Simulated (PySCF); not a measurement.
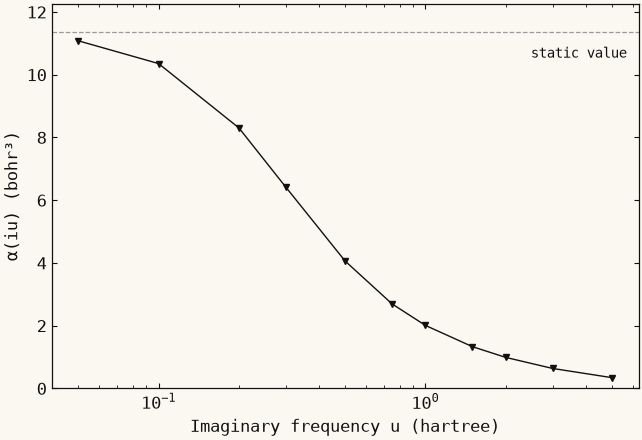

Dipole polarisability at imaginary frequency of Zn²⁺ ([Ar] 3d⁹ 4s). Coupled response at the PBE0 level; PySCF, x2c-TZVPPall plus 1 diffuse shell for each l, spin-free X2C-1e, unrestricted single determinants, no spin-orbit coupling.

What follows from the curve?

The static dipole polarisability is 11.4 bohr³; α(iu) falls to half of it near u = 0.35 hartree. The Casimir–Polder integral gives C₆ = 37.3 hartree bohr⁶ for two such species.
